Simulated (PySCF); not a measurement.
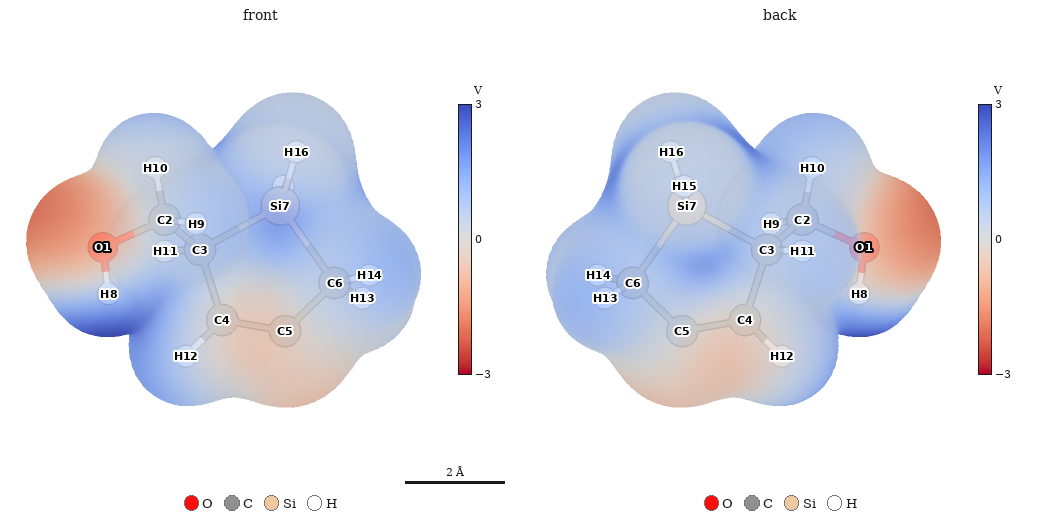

C5H9OSi (doublet). The electrostatic potential painted on the density surface at 0.004 e/bohr³, seen from the front and from behind; red is negative and blue positive.

Geometry: GFN2-xTB.

Computed with PySCF, UKS B3LYP, pcH-1 on C H O Si, non-relativistic, mean-field spin-orbit, GIAO.

```yaml
atoms:
  - { symbol: O, position_ang: [-2.6594, -1.0234, 0.4859] }
  - { symbol: C, position_ang: [-1.7505, 0.0492, 0.4309] }
  - { symbol: C, position_ang: [-0.4496, -0.2894, -0.3015] }
  - { symbol: C, position_ang: [0.4011, -1.2652, 0.5242] }
  - { symbol: C, position_ang: [1.5815, -0.8441, 0.8728] }
  - { symbol: C, position_ang: [2.1503, 0.4489, 0.5247] }
  - { symbol: Si, position_ang: [0.7157, 1.2153, -0.5513] }
  - { symbol: H, position_ang: [-2.2315, -1.7621, 0.9339] }
  - { symbol: H, position_ang: [-1.5192, 0.4096, 1.4446] }
  - { symbol: H, position_ang: [-2.2780, 0.8441, -0.1034] }
  - { symbol: H, position_ang: [-0.7276, -0.7764, -1.2425] }
  - { symbol: H, position_ang: [-0.0097, -2.2313, 0.7721] }
  - { symbol: H, position_ang: [3.0760, 0.3403, -0.0402] }
  - { symbol: H, position_ang: [2.3733, 1.0420, 1.4116] }
  - { symbol: H, position_ang: [1.1243, 1.4019, -1.9432] }
  - { symbol: H, position_ang: [0.1956, 2.4495, 0.0373] }
```

Which sites attract a positive test charge, and which a negative one?

Answer. A positive charge is drawn to the negative regions and a negative charge to the positive ones. The most negative region (about −1.9 V, or −44 kcal/mol for a unit charge) lies over O1, the most positive (about +2.9 V, or +67 kcal/mol for a unit charge) over H8. O1 is the likeliest acceptor of a hydrogen bond.
